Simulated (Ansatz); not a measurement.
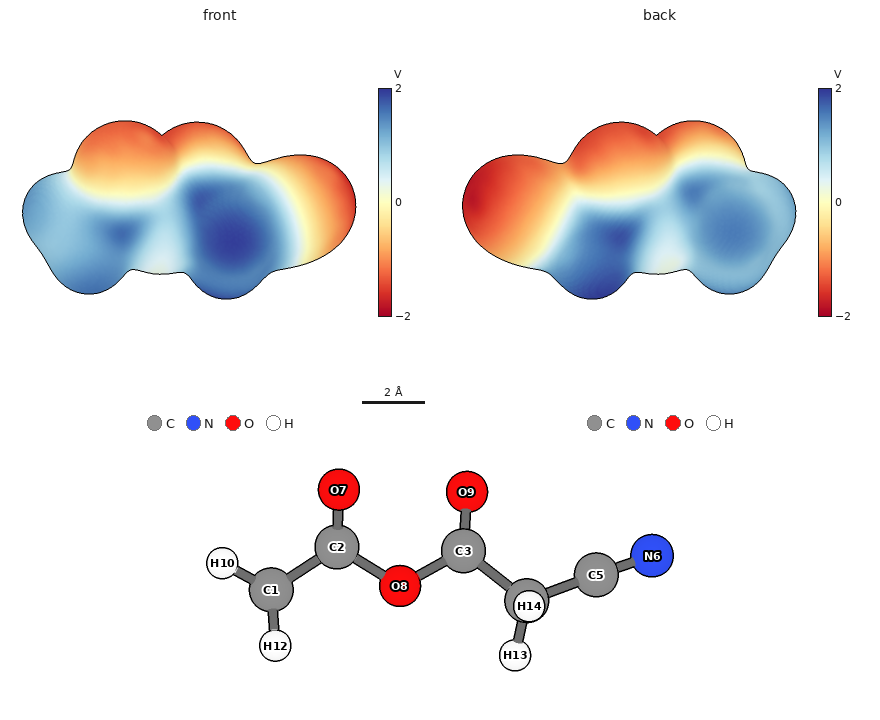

*C$_{5}$H$_{5}$NO$_{3}$ (SMILES CC(=O)OC(=O)CC#N). The molecular electrostatic potential painted on the density surface at 0.002 e/bohr³, seen from the front and from behind; the colour scale runs from red (negative) to blue (positive). The bare structure is drawn below in the same view.*

Geometry: B3LYP-D3(BJ)/def2-SVP.

The calculation used Ansatz 0.2.0, isolated molecule in a Gaussian basis; Kohn-Sham density functional theory, functional PBE0.

```yaml
atoms:
  - { symbol: C, position_ang: [-0.5562, 1.2490, 1.9978] }
  - { symbol: C, position_ang: [0.7908, 1.0180, 1.3809] }
  - { symbol: C, position_ang: [1.5320, 0.0842, -0.7245] }
  - { symbol: C, position_ang: [1.6409, -1.3287, -1.2838] }
  - { symbol: C, position_ang: [2.3198, -1.3957, -2.5735] }
  - { symbol: N, position_ang: [2.8496, -1.4746, -3.5988] }
  - { symbol: O, position_ang: [1.8306, 1.5077, 1.6882] }
  - { symbol: O, position_ang: [0.6880, 0.0585, 0.3595] }
  - { symbol: O, position_ang: [2.0553, 1.0613, -1.1567] }
  - { symbol: H, position_ang: [-0.4513, 1.8830, 2.8858] }
  - { symbol: H, position_ang: [-1.2101, 1.7410, 1.2601] }
  - { symbol: H, position_ang: [-1.0241, 0.2883, 2.2594] }
  - { symbol: H, position_ang: [0.6309, -1.7625, -1.3597] }
  - { symbol: H, position_ang: [2.1819, -1.9413, -0.5420] }
```

**Which sites attract a positive test charge, and which a negative one?**

A positive charge is drawn to the negative regions and a negative charge to the positive ones. The most negative region (about −1.8 V) lies over N6, the most positive (about +1.9 V) over H13 and H14. N6 is the likeliest acceptor of a hydrogen bond.
